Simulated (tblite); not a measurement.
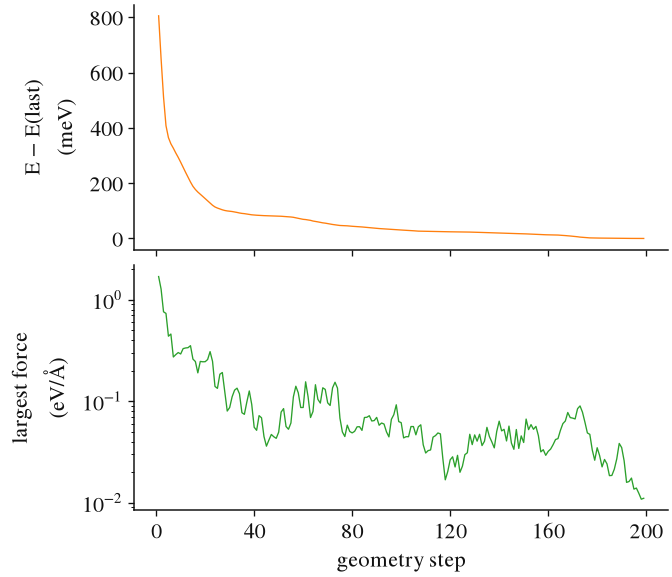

History of a geometry optimisation.

The run: C7H14BP (SMILES [BH3-][P@H+](C=C)C1=CCCC1), by GFN2-xTB geometry optimisation, gas phase in tblite 0.8.0.

> How did the optimisation end?

The optimisation met its thresholds at geometry 199, counting the start as the first. The energy fell by about 810 meV from the first step to the last. The largest force goes from about 1.7 eV/Å at the start to 0.011 eV/Å at the end.
